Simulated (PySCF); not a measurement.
In(Vi)2(NH2), SMILES C=[CH][In]([NH2])[CH]=C (C₄H₈InN), B3LYP/def2-SVP optimised geometry. Atoms within 1.6 Å of the plane z = 0.6 Å (x, y, z in Å): In1 (0.16, 0.01, 0.00), C2 (-0.79, -1.93, 0.01), C3 (-2.08, -2.14, -0.30), H4 (-0.18, -2.81, 0.27), H5 (-2.52, -3.15, -0.29), H6 (-2.76, -1.33, -0.58), C7 (-0.80, 1.95, 0.00), C8 (-2.09, 2.14, 0.28), H9 (-0.19, 2.83, -0.23), H10 (-2.55, 3.15, 0.28), H11 (-2.78, 1.32, 0.53), N12 (2.20, 0.01, 0.00), H13 (2.77, -0.83, -0.02), H14 (2.78, 0.85, -0.01).

Method: B3LYP/def2-TZVP, def2 effective core potentials past Kr (PySCF). The core electrons that the potentials of In replace are not part of the density. Cells within 0.4 Å of a nucleus heavier than hydrogen are left out (blank, or x).

Map of the LUMO amplitude (bohr^(-3/2)) on the plane z = 0.6 Å; orbital energy -1.39 eV, overall sign arbitrary:

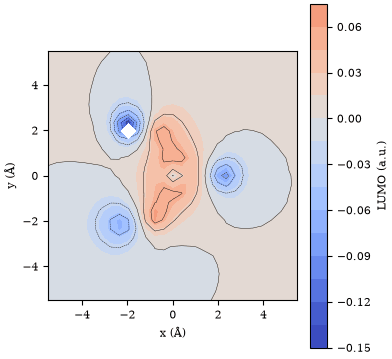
LUMO amplitude (bohr^(-3/2)) on the plane z = 0.6 Å.
